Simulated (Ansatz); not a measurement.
Ligand exchange: C2H5FMg + H2O → C2H6MgO + HF

Species: C2H5FMg `C[CH2][Mg][F]`, singlet; H2O (water) `O`, singlet; C2H6MgO `C[CH2][Mg][OH]`, singlet; HF, singlet. The partners trade F for OH: Mg–F and H–OH bonds give way to Mg–OH and H–F.

Shapes, held fixed at every level: PBE0-D4/def2-TZVP. Programs: Ansatz 0.2.0. The zero-point and thermal change to 298 K, harmonic and unscaled (PBE0-D4/def2-TZVP), is -3.2 kJ/mol.

| level | kind | ΔH(298 K) (kJ/mol) | less CCSD(T)/def2-TZVPP |
| --- | --- | --- | --- |
| HF/def2-SVP | Hartree–Fock | +66.1 | +8.9 |
| HF/def2-TZVPP | Hartree–Fock | +61.6 | +4.4 |
| PBE-D4/def2-TZVPP | GGA | +63.5 | +6.3 |
| r2SCAN-D4/def2-TZVPP | meta-GGA | +61.2 | +4.0 |
| wB97M-V/def2-TZVPP | range-separated hybrid | +60.7 | +3.5 |
| MP2/def2-SVP | perturbation theory | +64.4 | +7.2 |
| MP2/def2-TZVPP | perturbation theory | +55.7 | -1.5 |
| CCSD(T)/def2-TZVPP | coupled cluster or CI | +57.2 | 0.0 |

The highest level, CCSD(T)/def2-TZVPP, gives ΔH(298 K) = +57.2 kJ/mol; the levels span +55.7 to +66.1. The column of differences is taken from that level and isn't an error. No measured value is set beside it here. Outer-core shells of Mg are correlated, in sets that cover them unevenly.

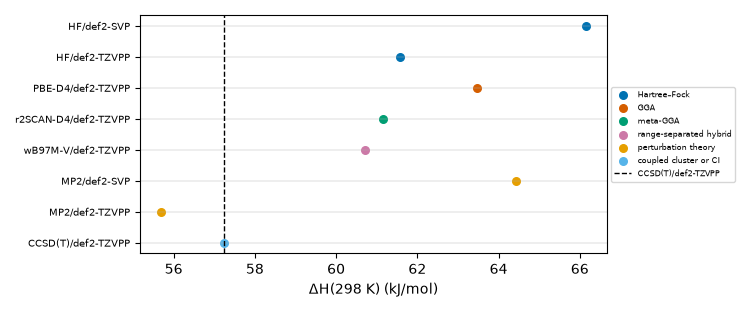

The values of the table, level by level.
